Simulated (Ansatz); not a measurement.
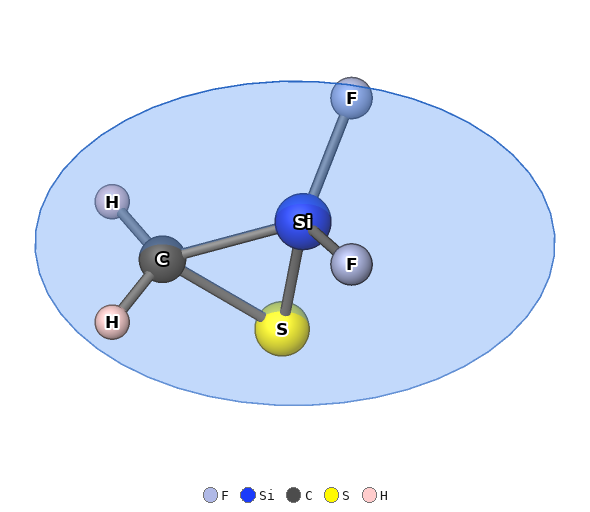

All proper rotation axes (lines) and mirror planes (discs) of the structure are drawn in. Atoms fade into the background with distance from the viewer. The computed structure is the end point of a PBE0-D4/def2-TZVP optimisation.

Name the symmetry elements and the point group.

It has 1 mirror plane. Point group Cs. The group has 2 operations. The geometry is achiral, and symmetry allows a dipole moment.
